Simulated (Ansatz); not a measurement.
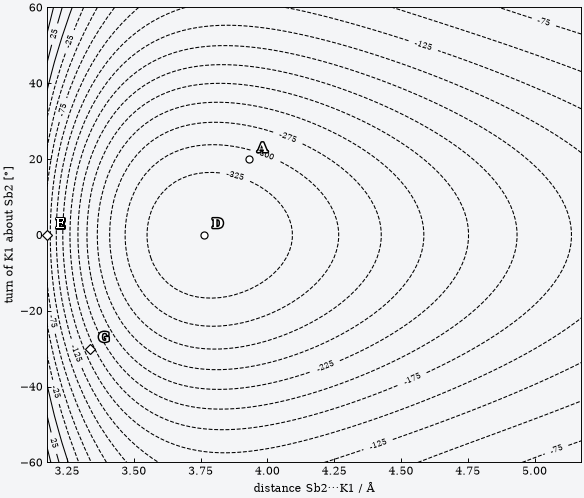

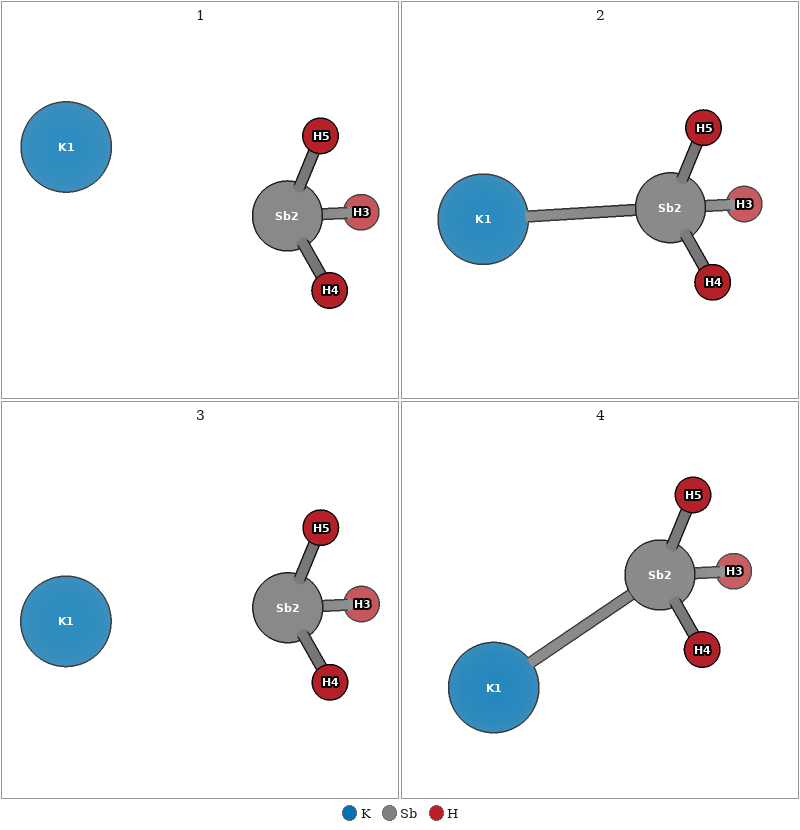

The pair K···H₃Sb, charge +1. The turn is about an axis along (0.33, −0.94, −0.07) in the frame of the relaxed pair, normal to the line between the partners. First axis: distance Sb2···K1. Second axis: turn of K1 about Sb2. The grid has 13 × 13 points. Points are written as (first, second). Energies: meV, counted from the ion and the molecule far apart, frozen as in the relaxed pair, each in its own basis (no counterpoise correction). Method: RHF/def2-TZVPD (Ansatz).

The picture shows contour lines labelled in meV, lettered points. Between grid points the surface is interpolated. The numbered pictures are the structures at these points, in random order.

> Which structure belongs to which point?

A is structure 1: (3.932 Å, 20°), −309 meV; D is structure 3: (3.762 Å, 0°), −349 meV; E is structure 2: (3.175 Å, 0°), −86 meV; G is structure 4: (3.337 Å, −30°), −165 meV.
